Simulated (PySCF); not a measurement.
# Cl₃FSi, SMILES `F[Si](Cl)(Cl)Cl`: electronic structure

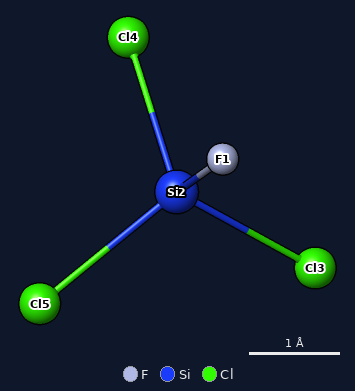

The molecule, with its atoms numbered as below. No frequency check shows the geometry to be a minimum.

Coordinates in Å:

```
F1      -0.0032    0.0000   -1.7886
Si2      0.0001    0.0001   -0.1784
Cl3      1.3117    1.4002    0.3638
Cl4      0.5576   -1.8357    0.3643
Cl5     -1.8677    0.4354    0.3658
```

### 1. Bonding charge

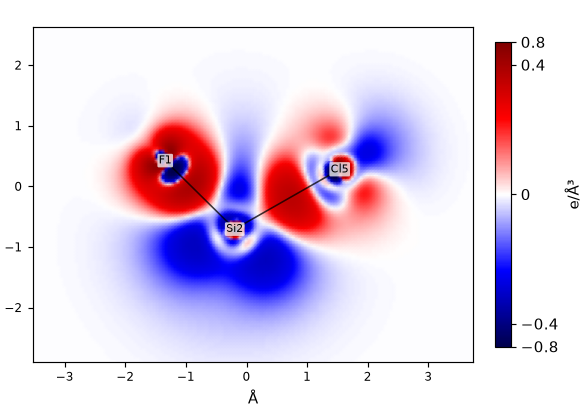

Deformation density (molecule less spherical, spin-averaged free atoms) in the plane of F1, Si2 and Cl5; colour scale in e/Å³, logarithmic beyond ±0.1; red: gain, blue: loss.

Level of theory: ωB97X/def2-TZVP (PySCF), at a geometry from GFN2-xTB.

Q: How much density has each bond in this plane gained at its critical point, relative to the free atoms?

A: Si2–Cl5: +0.13 e/Å³ at the bond critical point (bond length 1.99 Å, Mayer order 1.3). F1–Si2: +0.09 e/Å³ at the bond critical point (bond length 1.61 Å, Mayer order 1.1); up to 0.6 Å beside the axis the gain reaches +0.35 e/Å³. In all, 1.1 electrons gather in the regions of gain relative to the promolecule. A small or negative value marks a very polar bond, one between electron-rich atoms, whose free-atom densities already overlap strongly, a long bond to a heavier atom, or a closed-shell contact such as a hydrogen bond.

Q: Where do the Hirshfeld charges lie?

A: The highest Hirshfeld charge is on Si2 (+0.40 e), the lowest on F1 (−0.20 e).

### 2. Bond critical points

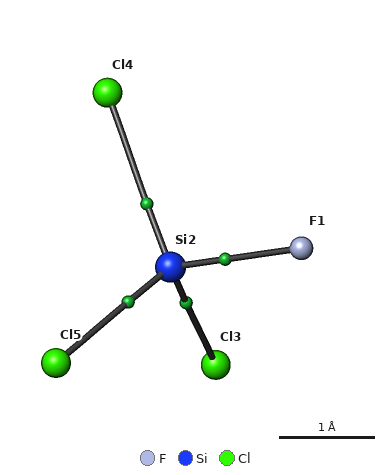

Molecular graph of the electron density (QTAIM): bond paths, bond critical points (green), ring points (magenta, if any); weak paths are dashed.

Q: How many critical points of each kind are there, and does the count close?

A: 5 nuclei, 4 bond, 0 ring and 0 cage critical points: 5 − 4 + 0 − 0 = 1, as the Poincaré–Hopf relation requires.

Q: What does the calculation give at each kind of bond critical point?

A:
```
             bond  length (Å)  ρ (a.u.)  ∇²ρ (a.u.)     ε  H (a.u.)
           F1–Si2       1.610     0.138       +0.93  0.00    −0.045
Si2–Cl5 (3 alike)       1.994     0.115       +0.27  0.01    −0.065
```

Q: What kind of interaction is Si2–Cl5?

A: Polar or intermediate (positive Laplacian, negative energy density H): ρ = 0.115, ∇²ρ = +0.27, H = −0.065 a.u.

### 3. Electrostatic potential

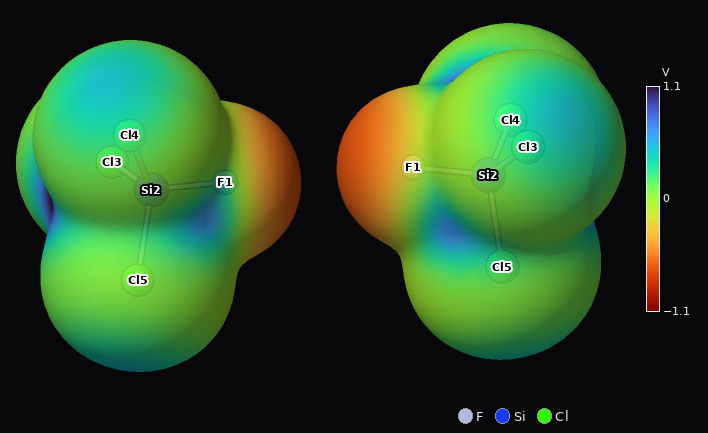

Electrostatic potential on the surface of electron density 0.001 a.u. (back view left, front view right).

Q: Where are the extremes of the potential on the surface?

A: Highest: 1.09 V, off the Si2–Cl3 bond (2.2 to 2.4 Å from its atoms). Further maxima include 0.72 V, off the F1–Si2 bond (2.2 Å from its atoms), and at like points elsewhere; 0.50 V, 2.0 Å from Cl3. Lowest: −0.67 V, 1.6 Å from F1. The surface is sampled at points, so like sites can differ by a few per cent and only the strongest of them is named.

Q: Does Cl3 carry a σ-hole?

A: Yes: a local maximum of +0.50 V lies on the extension of the Si2–Cl3 bond.

Q: What volume does the surface enclose, and what is the dipole moment?

A: About 123 Å³; the dipole moment is 1.0 D.

### 4. In an electric field

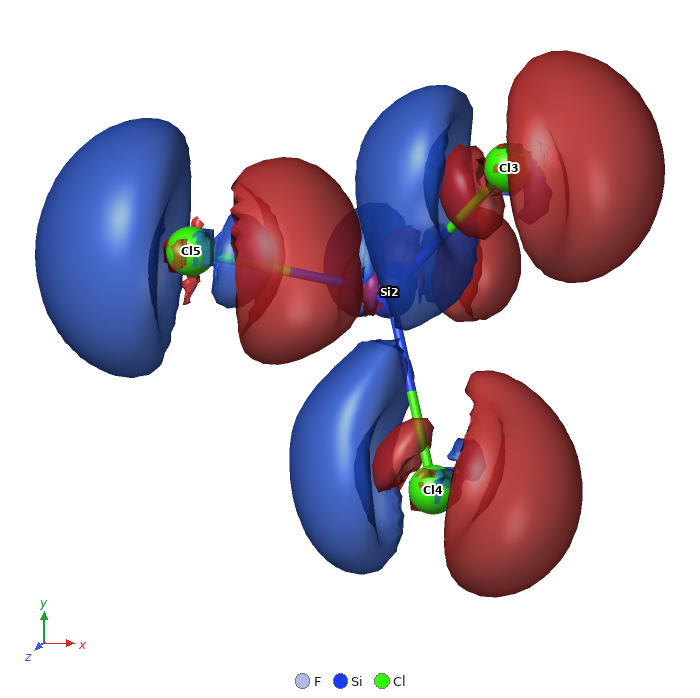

Change of the electron density in a uniform field of 0.21 V/Å, surfaces at ±0.0015 e/Å³ (blue: gain, red: loss).

Method: ωB97X/def2-TZVP; geometry: GFN2-xTB; program: PySCF. A basis without diffuse functions makes polarisabilities too small.

Q: Along which Cartesian direction does the field point?

A: Along +x: electrons gather on the −x side, against the field.

Q: What dipole is induced, and what polarisability does it imply?

A: The induced dipole is 0.60 D (along the field); α along this axis, from the fields in both directions, is 59 bohr³ (8.7 Å³).

Q: Which atoms gain and lose the most charge?

A: Electrons gather most on Cl5 (Hirshfeld charge changes by −0.019 e) and leave Cl3 most (+0.014 e); 0.053 electrons are displaced in all.

### 5. Removing or adding an electron

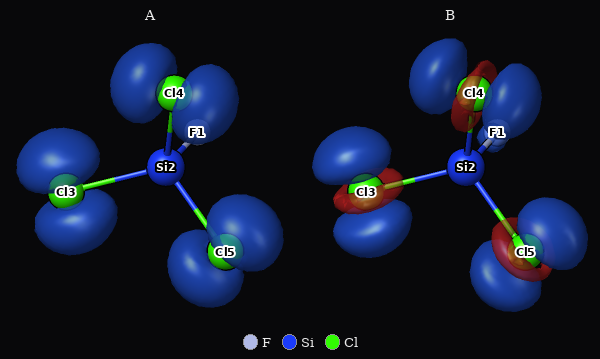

The Fukui function f⁻ from two separate SCF calculations and the density of the HOMO, at ±0.03 e/Å³ (blue positive, red negative).

PySCF calculation, ωB97X/def2-TZVP, gas phase; geometry: GFN2-xTB.

Q: Which panel is which, and how good is the frozen-orbital picture?

A: B is f⁻ (it has negative regions), A the HOMO density. The HOMO lies on Cl3, Cl4 and Cl5 (32 % each) and Si2 (5 %); f⁻ (Hirshfeld-condensed) is largest on Cl3, Cl4 and Cl5 (0.30 each); the vertical ionisation energy is 12.34 eV (the stability of the cation's solution wasn't checked). Relaxation shifts 6 % of the electron between atoms. The orbital energy is −12.15 eV.
